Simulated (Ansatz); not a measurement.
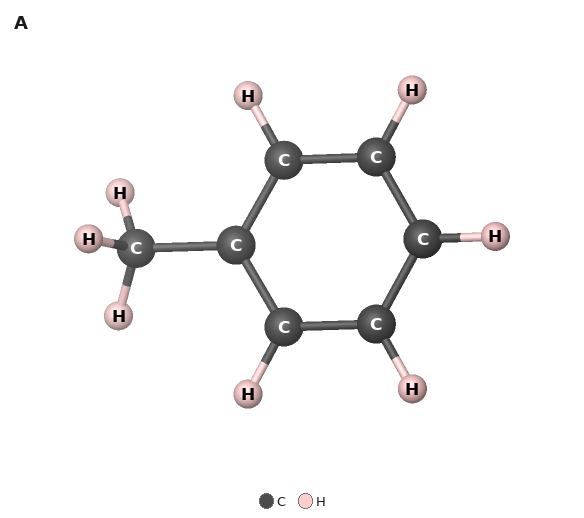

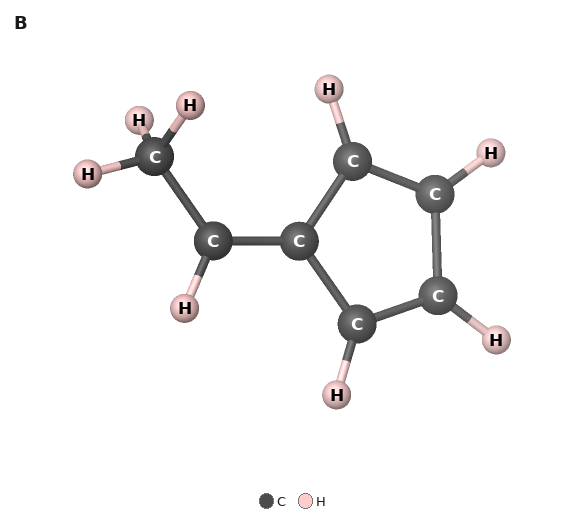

2 stationary structures of one formula. Geometries: PBE-D4/def2-SVP. Electronic energies: PBE-D4/def2-SVP (Ansatz 0.2.0), without zero-point energy. No frequency run is at hand to confirm each as a minimum.

> Rank them by energy, lowest first.

A is lowest; B lies 34.9 kcal/mol above it. A is `Cc1ccccc1`, B is `CC=C1C=CC=C1`.
